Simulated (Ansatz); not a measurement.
Cost and result by functional for the adsorption energy of OH on the 1x1 (0001) surface of corundum (cut with top plane Al), one in a 1x1 cell, started at the site 'top Al', in Ansatz (plane waves, PAW). Single points on the PBE structure, on one kind of machine; costs are rough ratios of the slab run's core time (references not counted) to the cheapest single point. r2SCAN's cost holds its higher cutoff (500 against 420 eV). Differences are taken against r2SCAN for comparison alone: no measured value is at hand, so the table doesn't rank accuracy. The points keep PBE's geometry, so the relaxation of a polaron and the settling of charge on one site are left out.

Host crystal: corundum, with a band gap (PBE, scalar-relativistic without spin-orbit coupling).

Model: 22-atom slab, 6.7 Å thick at the start under the adsorbate (thin: gaps and levels are the slab's own), 6x6x1 mesh, Fermi-Dirac 0.01 eV, dipole correction, 9 atoms held, the rest relaxed; no symmetry held; spin-polarised, ending with about 1.0 μB a cell, a value that depends on the mesh; orders that need a larger cell were not tried, no spin-orbit, no U, no dispersion correction. The slab shows no gap over 0.04 eV on its mesh. At the end it is bonded to Al. In PBE it is, or lies within 0.03 eV of, the lowest of the starts that converged. These notes are the PBE run's. r2SCAN: The program's check for a lower electronic state was not made. Adsorption energies are against H2O(g) − ½ H2(g). A negative adsorption energy means that the adsorbate is more stable on the surface than in its reference.

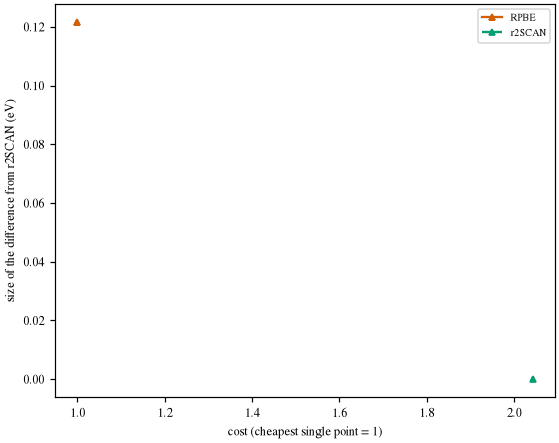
*Difference from r2SCAN against cost*

| functional | relative cost | adsorption energy (eV) | less r2SCAN (eV) |
|---|---|---|---|
| RPBE | 1 | 0.87 | -0.12 |
| r2SCAN | 2 | 0.99 | 0.00 |
| PBE (the relaxed run's value) | – | 0.90 | -0.10 |

The values span 0.12 eV, while the single points' costs differ by a factor of roughly 2. Differences are of unrounded values.

Ansatz is a first-principles code.
